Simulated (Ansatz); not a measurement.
# Sensitivity of the G0W0 gap of CdTe (F-43m)

A base run on CdTe (F-43m), then changed inputs.

Main program and level: Ansatz 0.2.0; G0W0 on PBE, plane waves, PAW.

### 1. Set-up

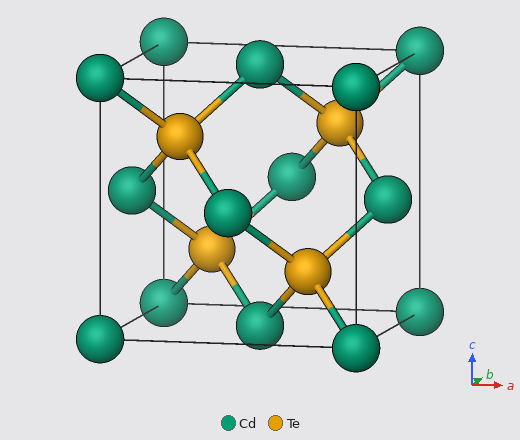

Start, viewed slightly off an axis; cadmium teal, tellurium orange. This picture shows the conventional cell, with its axes. Bonds to atoms that aren't drawn are left out. Some periodic images of atoms are drawn too.

As a file:

```cif
data_structure
_symmetry_space_group_name_H-M 'F-43m'
_symmetry_Int_Tables_number 216
_cell_length_a 6.4800
_cell_length_b 6.4800
_cell_length_c 6.4800
_cell_angle_alpha 90.000
_cell_angle_beta 90.000
_cell_angle_gamma 90.000
_cell_volume 272.10
loop_
_atom_site_label
_atom_site_type_symbol
_atom_site_symmetry_multiplicity
_atom_site_Wyckoff_symbol
_atom_site_fract_x
_atom_site_fract_y
_atom_site_fract_z
_atom_site_occupancy
Cd1 Cd 4 a 0.00000 0.00000 0.00000 1
Te1 Te 4 d 0.25000 0.25000 0.75000 1
```

The cell and positions come from the Crystallography Open Database and are kept as given unless a step says otherwise. Spin-orbit coupling is left out unless a step names it. The default PAW set here is soft_1. Its files were made with PBE.

### 2. The base run: 4×4×4 mesh, 203 empty bands, screening to 120 eV, plasmon pole

Now the one-shot GW correction: screening in the RPA, then the self-energy of the levels asked for.

File input.yaml:

```yaml
crystal:
  lattice:
    - [0.0, 3.24, 3.24]
    - [3.24, 0.0, 3.24]
    - [3.24, 3.24, 0.0]
  atoms:
    - { symbol: Cd, position: [0.0, 0.0, 0.0] }
    - { symbol: Te, position: [0.25, 0.25, 0.25] }
kpoints:
  mp_grid: { grid: [4, 4, 4] }
hamiltonian:
  xc: pbe
  pseudopotentials: { kind: paw, azcp: { folder: "./paw" } }
scf:
  occupations: { method: fixed }
gw:
  n_empty_bands: 203
  ecut_chi: 120
  qp_bands: [v2, c2]
  qp_kpoints: band_edges
  screening: { model: godby_needs }
```

Run with:

```bash
ansatz run input.yaml --threads 3 --pin off --max-ram 92160MiB --backend cuda --events-out ev --progress --plain --runs-dir out --devices 1 --max-vram 13GiB
```

Numbers of over 12 decimals in the logs are rounded to 6 here.

The log of the run:

```text
GPUs: using 1 of 1 available (devices: 1).
Engine: ansatz 0.2.0, x86_64-unknown-linux-gnu
Pseudopotentials: kind: paw
Pseudopotential: Cd, paw, valence charge 20, recommended cutoff 420 eV (normal), <dir>
Pseudopotential: Te, paw, valence charge 16, recommended cutoff 420 eV (normal), <dir>
Functional definition: PBE
  parameter kappa = 0.804
  parameter beta = 0.066725
  exchange = pbe_x(kappa = kappa, mu = beta*pi^2/3)
  correlation = pbe_c(beta = beta)
device memory: the entry about to start is reckoned to put 1.1 GiB on a device that reports 53.5 GiB free (of which the cap on the GPU budget leaves the run 13.0 GiB)
GPU FFT provider: cuFFT
GPU libraries: cuBLAS 13.8.2, cuFFT 12.4.0, cuSOLVER 12.3.4
Crystal: 2 atoms, lattice volume = 68.024 Å³
Basis set: ecut = 420 eV, 1363 PW (Γ)
Bands: 22, of which v1, the nominal top of the filled ones, is band 18 counted from 1 (17 counted from 0)
Symmetry: 24 space group operations
Space group: F-43m (ITA 216), of the structure as read, at distance tolerance 4.1e-5 Å
k-points: 8 of 64 (time reversal used)
Non-local potential: Cd, projectors of the file, l = 0: 3, l = 1: 2, l = 2: 2, l = 3: 1
Non-local potential: Te, projectors of the file, l = 0: 2, l = 1: 2, l = 2: 2, l = 3: 1
PAW form: soft (Blöchl's): semilocal exchange-correlation on the pseudo side does not see the compensation charge
PAW one-centre angular grid: Cd, 590 points (default); XC on 64 Gauss nodes
PAW one-centre angular grid: Te, 590 points (default); XC on 64 Gauss nodes
Initial density: superposition of atomic densities (chi_scale 0.1, normalization cell, long waves kept (reshape's long-wave potential 0.00 eV rms))
Initial wavefunctions: pseudopotential atomic-orbital guess
GPU buffer pool allocated for 32768 grid points (all kernels)
GPU transforms: local potential and band sums: pruned to the plane-wave sphere, on 30×32×32
Functional: x = pbe(κ = 0.804, μ = 0.219515), c = pbe(β = 0.066725)
SCF iter   1: F=—  HF=-15235.429300 eV  |F-HF|=—  |Δ(HF+E_count)|=         —  Δρ=2.14e-2  dr2=2.13e-1  ethr=3.10e-3  ⟨swp⟩=4.6  Hψ=693  notcnv=0  defer=13
preconditioner: auto → none  [insulator: Δε(μ)=0.675 eV  Ē_g=11.547 eV  n_scr=14 (ndim 8)  ℏωp=19.1 eV  f_vac=0.156  ε∞_Penn≈3.7]
SCF iter   2: F=—  HF=-15235.406208 eV  |F-HF|=—  |Δ(HF+E_count)|=   2.31e-2  Δρ=9.02e-3  dr2=4.50e-2  ethr=5.93e-4  ⟨swp⟩=3.6  Hψ=410  notcnv=0  defer=11
SCF iter   3: F=—  HF=-15235.409749 eV  |F-HF|=—  |Δ(HF+E_count)|=   3.54e-3  Δρ=4.38e-3  dr2=8.37e-3  ethr=1.25e-4  ⟨swp⟩=2.9  Hψ=268  notcnv=0  defer=13
SCF iter   4: F=—  HF=-15235.410429 eV  |F-HF|=—  |Δ(HF+E_count)|=   6.80e-4  Δρ=5.89e-4  dr2=8.66e-5  ethr=2.32e-5  ⟨swp⟩=2.5  Hψ=328  notcnv=0  defer=12
[...]
E_nonlocal   = 186.737276
  E_hartree    = 2737.292735
  E_xc         = -278.864804
  E_vxc        = -297.875958  (∫ρ·V_xc dr)
  E_paw        = -8772.294278  (= ΣΔE_a)
  E_vpaw       = -956.431572  (= ΣTr[D̂ρ^β])
  E_aug_tail   = 0.000394  (compensation charges beyond the density's cutoff)
  E_ewald      = -3912.024287
  E_smearing   = -0.000000  (= −TS)
  E_closure    = 0.000000  (closes the sum)
  Σ components = -15235.410497   (vs F -15235.410497, Δ=0.00e0)
--- Band table (eV; the first three rows and the last of 8) ---
  k-point 0: bands = [... 14 lower, -0.5667, 7.4836, 7.4836, 7.4836, 8.2436, 12.0835, 12.0835, 12.0835]
  k-point 1: bands = [... 14 lower, -0.5670, 4.7536, 7.0541, 7.0541, 9.4647, 12.6353, 12.6353, 12.8449]
  k-point 2: bands = [... 14 lower, -0.2096, 3.0530, 6.7070, 6.7070, 9.2939, 12.6758, 12.6758, 14.5445]
  k-point 7: bands = [... 14 lower, 0.0130, 3.2904, 5.1585, 5.2837, 11.7323, 12.1630, 13.0387, 13.7932]
--- G₀W₀: ω_p = 27.0132 eV, 64 q-points, 203 empty bands' worth ---
  eigenvalues of the whole cell's RPA ε∞ on this k-mesh (on a slab, of 1 + 4πα/V) = 26.2207, 26.2207, 26.2207; static W/v taken at q = 0 is 0.038138
  GN-PPA: 1001436/2685669 pairs with Re ω̃² < 0 across q-mesh
  bands read: the sum over 221 bands ends inside a degenerate multiplet in 2 slots, whose members it reads at an even weight; the widest, k=3: bands 221 to 222 (counted from 1) at 1/2 each
  gw.qp_kpoints: band_edges: 5 of 8 stored k-points solved, in 1 pass; an edge of the gap read off the rows below is read off those points alone
    valence top: of the k-points left out ik 5 came nearest to being solved in a further pass, in band 18 (counted from 1, as in the quasiparticle table): it holds the edge there only if its correction is more favourable than any solved in that band by at least 0.808 eV; those differ by 0.212 eV
    conduction bottom: of the k-points left out ik 4 came nearest to being solved in a further pass, in band 19 (counted from 1, as in the quasiparticle table): it holds the edge there only if its correction is more favourable than any solved in that band by at least 1.861 eV; those differ by 0.343 eV
    ik  band        ε_KS         Σx   Σc(E_QP)       V_xc       Z   E_QP_lin       E_QP  E_QP is
     0    17      7.4836   -17.9267     1.4843   -15.8956  0.7922     6.9351     6.9368  root
     0    18      7.4836   -17.9267     1.4843   -15.8956  0.7922     6.9351     6.9368  root
     0    19      8.2436    -9.3527    -3.8188   -13.3171  0.8076     8.3894     8.3893  root
     0    20     12.0835    -6.6240    -4.1915   -10.8587  0.8036    12.1267    12.1267  root
     1    17      7.0541   -17.3052     1.5594   -15.1479  0.7914     6.4539     6.4561  root
     1    18      7.0541   -17.3052     1.5594   -15.1479  0.7914     6.4539     6.4561  root
     1    19      9.4647    -8.7070    -3.8783   -12.7008  0.8050     9.5803     9.5802  root
     1    20     12.6353    -6.7439    -4.3112   -11.1248  0.8013    12.7050    12.7049  root
[...]
6    17      5.6167   -15.6897     1.9327   -12.9983  0.7862     4.8538     4.8580  root
     6    18      5.6167   -15.6897     1.9327   -12.9983  0.7862     4.8538     4.8580  root
     6    19     10.0843    -5.9179    -3.6638    -9.3846  0.8156     9.8874     9.8871  root
     6    20     10.1522    -8.1022    -3.8117   -11.9523  0.8053    10.1907    10.1907  root
[key lines of the parts left out:]
SCF converged after 7 iterations
Free energy (F): -15235.410497 eV
Fermi energy:    7.483641 eV
```

It took 13 s on 1 × NVIDIA H100 80GB HBM3 (shared by 6 runs) with 3 threads of AMD EPYC 7R13 (Zen 3), shared host; peak memory 1.2 GiB.

The column dr2 measures how far the density is from self-consistency, as an energy; F and HF (Harris–Foulkes) agree once it is small.

This step gave:

| Item | Value |
| --- | --- |
| bands summed | 221 |
| plasmon-pole fit frequency | 27.01 eV |
| RPA ε∞ on this mesh (eigenvalues) | 26.22, 26.22, 26.22 |
| plane waves in the screening matrix | 181 |
| q-points in the mesh | 64 |
| G0W0 gap on the mesh | 1.452 eV |
| k of the valence top | 0, 0, 0 |
| k of the conduction bottom | 0, 0, 0 |
| starting gap on the mesh | 0.7600 eV |
| Z at the valence top | 0.7922 |
| Z at the conduction bottom | 0.8076 |
| least direct G0W0 gap on the computed points | 1.452 eV |

The gap on the mesh goes from 0.76 eV to 1.45 eV, a correction of +0.69 eV. Between the two edge states, bare exchange in place of the xc potential would open the gap by 6.00 eV, and correlation takes back 5.30 eV.

### 3. Variant: plasmon pole at a typed frequency

Edit input.yaml of step 2 so:

```diff
@@ -16,4 +16,4 @@
 gw:
-  n_empty_bands: 203
-  ecut_chi: 120
+  n_empty_bands: 154
+  ecut_chi: 100
   qp_bands: [v2, c2]
@@ -21 +21,2 @@
   screening: { model: godby_needs }
+  plasmon_pole_fit_frequency: 40
```

The log of the run:

```text
GPUs: using 1 of 1 available (devices: 1).
[...]
GPU FFT provider: cuFFT
GPU libraries: cuBLAS 13.8.2, cuFFT 12.4.0, cuSOLVER 12.3.4
Crystal: 2 atoms, lattice volume = 68.024 Å³
Basis set: ecut = 420 eV, 1363 PW (Γ)
Bands: 22, of which v1, the nominal top of the filled ones, is band 18 counted from 1 (17 counted from 0)
[... 1 set-up line as in the run before ...]
[...]
k-points: 8 of 64 (time reversal used)
[...]
GPU buffer pool allocated for 32768 grid points (all kernels)
[...]
SCF iter   1: F=—  HF=-15235.429300 eV  |F-HF|=—  |Δ(HF+E_count)|=         —  Δρ=2.14e-2  dr2=2.13e-1  ethr=3.10e-3  ⟨swp⟩=4.6  Hψ=693  notcnv=0  defer=13
[...]
SCF iter   7: F=-15235.410497 eV  HF=-15235.410497 eV  |F-HF|=1.50e-8  |Δ(HF+E_count)|=   1.78e-7  Δρ=3.60e-6  dr2=1.03e-8  ethr=2.78e-10  ⟨swp⟩=7.9  Hψ=795  notcnv=0
SCF 1 converged in 7 iterations: F = -15235.410497 eV  dr2 = 1.03e-8
[...]
NSCF: frozen V_eff on 8 k-points
[...]
G₀W₀ screening: q 1/8
[... further progress lines ...]
[...]
SCF converged after 7 iterations
Free energy (F): -15235.410497 eV
[...]
Internal energy: -15235.410497 eV  (E = F + TS)
E sigma→0 (E₀):  -15235.410497 eV
Fermi energy:    7.483641 eV
[...]
--- Band table (eV; the first three rows and the last of 8) ---
  k-point 0: bands = [... 14 lower, -0.5667, 7.4836, 7.4836, 7.4836, 8.2436, 12.0835, 12.0835, 12.0835]
  k-point 1: bands = [... 14 lower, -0.5670, 4.7536, 7.0541, 7.0541, 9.4647, 12.6353, 12.6353, 12.8449]
  k-point 2: bands = [... 14 lower, -0.2096, 3.0530, 6.7070, 6.7070, 9.2939, 12.6758, 12.6758, 14.5445]
  k-point 7: bands = [... 14 lower, 0.0130, 3.2904, 5.1585, 5.2837, 11.7323, 12.1630, 13.0387, 13.7932]
--- G₀W₀: ω_p = 40.0000 eV, 64 q-points, 154 empty bands' worth ---
[...]
GN-PPA: 633168/1513843 pairs with Re ω̃² < 0 across q-mesh
[...]
0    17      7.4836   -17.9267     1.4786   -15.8956  0.8058     6.9296     6.9311  root
     0    18      7.4836   -17.9267     1.4786   -15.8956  0.8058     6.9296     6.9311  root
     0    19      8.2436    -9.3527    -3.8110   -13.3171  0.8197     8.3972     8.3970  root
     0    20     12.0835    -6.6240    -4.2078   -10.8587  0.8156    12.1104    12.1104  root
     1    17      7.0541   -17.3052     1.5470   -15.1479  0.8051     6.4418     6.4437  root
     1    18      7.0541   -17.3052     1.5470   -15.1479  0.8051     6.4418     6.4437  root
     1    19      9.4647    -8.7070    -3.8783   -12.7008  0.8174     9.5803     9.5802  root
     1    20     12.6353    -6.7439    -4.3215   -11.1248  0.8141    12.6947    12.6947  root
[...]
6    17      5.6167   -15.6897     1.8982   -12.9983  0.8008     4.8198     4.8236  root
     6    18      5.6167   -15.6897     1.8982   -12.9983  0.8008     4.8198     4.8236  root
     6    19     10.0843    -5.9179    -3.6904    -9.3846  0.8272     9.8608     9.8604  root
     6    20     10.1522    -8.1022    -3.8251   -11.9523  0.8179    10.1772    10.1772  root
```

Wall time 17 s (1 × NVIDIA H100 80GB HBM3 (shared by 6 runs) with 3 threads); peak memory 1.1 GiB; 9.6 s of CPU time.

The G0W0 gap on the mesh is 1.466 eV.

Against the base:

| setting | base | variant |
| --- | --- | --- |
| empty bands | 203 | 154 |
| screening cutoff (eV) | 120 | 100 |
| plasmon pole fit frequency | - | 40 |

| quantity | variant | base |
| --- | --- | --- |
| starting gap on the mesh | 0.760 | 0.760 |
| G0W0 gap on the mesh | 1.466 | 1.452 |
| least direct G0W0 gap on the computed points | 1.466 | 1.452 |
| Z at the valence top | 0.806 | 0.792 |
| Z at the conduction bottom | 0.820 | 0.808 |

### 4. Outcome

```json
{"base": "1.45 eV, 13 s", "plasmon pole at a typed frequency": "1.47 eV, 17 s"}
```

Plasmon pole at a typed frequency: the gap moves by +0.01 eV. The variant differs from the base in empty bands, screening cutoff and plasmon pole fit frequency together, so the change can't be laid to one of them. All runs here use a coarse mesh and modest cutoffs; they test settings and are not final values. The 4×4×4 mesh is coarse for this cell (its supercell is 18 Å along the shortest edge). The RPA ε∞ on it, from the PBE start, is 26.22; such meshes misread the long-range screening, most where the gap is narrow. The RPA ε∞ on this mesh reaches over 25; with a narrow direct gap a coarse mesh can overstate it, and the correction is then too small. The many-body steps are scalar-relativistic: spin-orbit coupling is not in them.

[Paths, hosts, dates, memory and timing lines, banners, echoed tables and standing remarks are left out of the program output.]

[Logs are printed without paths, hosts, clocks, repeated set-up lines and the standing remarks that a program may print on its own settings, such as how far it seeks lower states.]

[Runs of the session that timed out or met a known fault of the program may be left out.]

[Cells called generated may have been cut or substituted from an entry of the Crystallography Open Database or the Materials Project.]

[Hosts, paths, dates, database ids (printed as entryN), source tags and the programs' standing remarks are cut or masked in the printed files.]
